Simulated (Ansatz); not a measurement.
# BF2 (SMILES F[B]F) at UBLYP/STO-3G

What is the vertical ionisation energy of BF2 at UBLYP/STO-3G? 

The results are computed with Ansatz 0.2.0.

36 further runs of the same task are left out: 36 set aside as unsound or not needed.

## 1. Starting point

The species is BF2 (3 atoms), meant as a doublet with charge 0. SMILES: `F[B]F`. Geometry: relaxed at PBE0-D4/def2-TZVP.

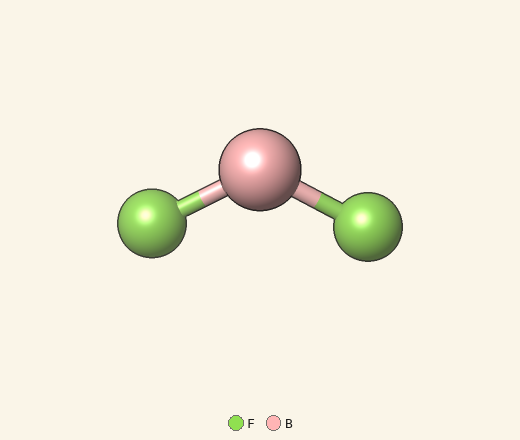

Viewed from a chosen angle; fluorine green, boron pink.

## 2. The energy at UBLYP/STO-3G

Contents of molecule.yaml:

```yaml
crystal:
  periodic: [false, false, false]
  atoms:
    - {symbol: F, position_ang: [0.513100, -1.044300, 0.160000]}
    - {symbol: B, position_ang: [0.279000, 0.240500, 0.181300]}
    - {symbol: F, position_ang: [-0.802900, 0.738900, -0.354600]}
basis:
  gaussian: {orbitals: STO-3G}
hamiltonian: {xc: {name: BLYP}}
accuracy: high
magnetization: {spin_polarized: true, initial_magnetization: 1}
```

Command:

```console
$ ansatz run molecule.yaml --threads 1 --pin off --max-ram 2610MiB --events-out events.jsonl --progress --plain --runs-dir runs
```

The log of the run:

```text
Warning: RAYON_NUM_THREADS=1 ignored (pool sized by the plan → 1); use --threads N
Functional definition: BLYP
  name "BLYP"
  parameter beta = 0.0042
  parameter a = 0.04918
  parameter b = 0.132
  parameter c = 0.2533
  parameter d = 0.349
  exchange = b88_x(beta = beta)
  correlation = lyp_c(a = a, b = b, c = c, d = d)
250 factors; integrals over basis functions are off by at most 3.9e-8 eV
mean field evaluation 1: about -6021.0772 eV, gradient 4.3e0 eV
mean field evaluation 2: about -6021.1520 eV, gradient 4.2e0 eV
mean field evaluation 4: about -6021.2656 eV, gradient 7.2e-2 eV
mean field evaluation 8: about -6021.2300 eV, gradient 4.1e-3 eV
mean field evaluation 16: about -6021.2300 eV, gradient 3.3e-8 eV
mean field -6021.23002729 eV, -221.2761221664 hartree, gradient 3.3e-8 eV, S^2 0.751369; 0 other end points of the search recorded, 0 dependent functions left out
reference -6021.23005192 eV, -221.2761230716 hartree; 12, 11 occupied and 3, 4 virtual orbitals, 250 factors
Total energy: -6021.23005192 eV, -221.2761230716 hartree
```

Wall time 0.66 s (1 thread of Intel Xeon Platinum 8488C (Sapphire Rapids), shared host); peak memory 0.13 GiB.

## 3. The singlet cation at the same level

Contents of in.yaml:

```yaml
crystal:
  periodic: [false, false, false]
  atoms:
    - symbol: F
      position_ang: [0.513100, -1.044300, 0.160000]
    - symbol: B
      position_ang: [0.279000, 0.240500, 0.181300]
    - symbol: F
      position_ang: [-0.802900, 0.738900, -0.354600]
basis:
  gaussian: {orbitals: STO-3G}
hamiltonian: {xc: {name: BLYP}}
total_charge: 1
accuracy: high
```

Command:

```console
$ ansatz run in.yaml --threads 1 --pin off --max-ram 2610MiB --events-out events.jsonl --progress --plain --runs-dir runs
```

The log of the run, shortened:

```text
Warning: RAYON_NUM_THREADS=1 ignored (pool sized by the plan → 1); use --threads N
[... 9 set-up lines as earlier in the session ...]
250 factors; integrals over basis functions are off by at most 3.9e-8 eV
mean field evaluation 1: about -6009.5803 eV, gradient 3.8e1 eV
mean field evaluation 2: about -5971.5301 eV, gradient 1.2e2 eV
mean field evaluation 4: about -6014.9662 eV, gradient 1.9e0 eV
mean field evaluation 8: about -6014.9236 eV, gradient 1.7e-1 eV
mean field evaluation 16: about -6014.9237 eV, gradient 1.3e-7 eV
mean field -6014.92372401 eV, -221.0443697957 hartree, gradient 1.8e-8 eV, S^2 0.000000; 0 other end points of the search recorded, 0 dependent functions left out
reference -6014.92374899 eV, -221.0443707137 hartree; 11, 11 occupied and 4, 4 virtual orbitals, 250 factors
Total energy: -6014.92374899 eV, -221.0443707137 hartree
```

Run time: 0.42 s. Hardware: 1 thread of Intel Xeon Platinum 8488C (Sapphire Rapids), shared host.

## 4. Summary of results

Level: UBLYP/STO-3G.

| quantity | value |
| --- | --- |
| doublet BF2: total energy | -221.27612 Eh |
| doublet BF2: ⟨S²⟩ | 0.751 |
| singlet cation: total energy | -221.04437 Eh |
| vertical ionisation energy (to the singlet cation) | 6.306 eV |

In words: Removing an electron at fixed nuclei costs 6.31 eV (608 kJ/mol). Only the singlet of the ionised species was computed; a triplet could lie lower. In a minimal basis such a difference can be off by several eV, whatever the method.
